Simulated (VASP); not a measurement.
Band structure of HfO$_{2}$ (fluorite). Level of theory: r2SCAN meta-GGA, VASP's PBE PAW potentials (set 64) (plane waves; VASP).

Unless said otherwise, spin-orbit coupling is left out, though it shifts the bands of the heavy elements here.

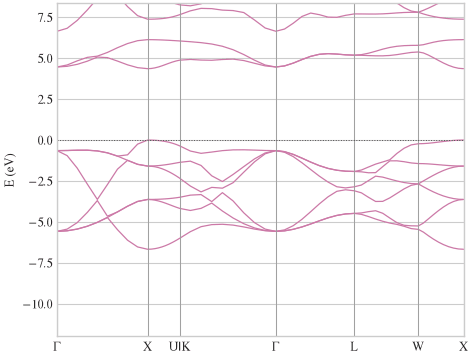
Figure. Bands along high-symmetry lines, zero at the valence-band maximum or, without a gap, the Fermi level

Problem. Read the plot: is there a gap, and where are the band edges?

Solution. The gap is direct, 4.36 eV, from the valence maximum at X to the conduction minimum at X.

The compound is HfO2 in the fluorite structure, the high-temperature cubic form, which is unstable at 0 K; the monoclinic form is the stable one. It was relaxed first.
